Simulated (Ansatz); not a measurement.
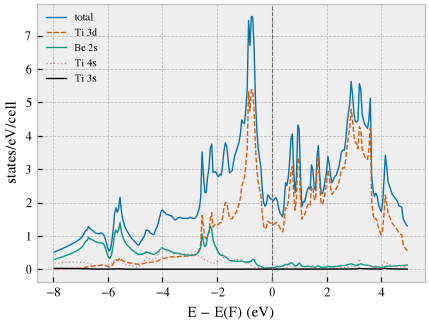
*Total and projected density of states of TiBe₂ (cubic Laves (MgCu2 type), space group No. 227), r²SCAN in the plane-wave PAW code Ansatz*

**Question.** Which orbitals carry the states next to the Fermi level?

**Answer.** Within 0.5 eV of the Fermi level: Ti 3d 68 %, outside the projected shells 27 %. Projections are on Löwdin-orthogonalised atomic valence shells; empty p or d shells of many metals are not among them.

**Question.** Where is the tallest occupied peak in this window, and what makes it?

**Answer.** Near -0.8 eV, about 7.6 states/eV per cell; the largest projected share is Ti 3d.

Space group Fd-3m (cubic Laves (MgCu2 type)). The first step of the workflow began from a Materials Project structure, measured or hypothetical; the Crystallography Open Database copy checked does not list it. Its standing as an ambient phase is unchecked. The cell was relaxed with r²SCAN under the symmetry of its start; whether a distortion lowers the energy is not shown. The final state is ferromagnetic, chosen from 4 collinear starts compared on coarse meshes (ties went to the first, and starts can fall back to one state), not a proven ground state. Other orbital occupations within this spin state were not tried.

Potentials: the later of the program's two PAW sets.
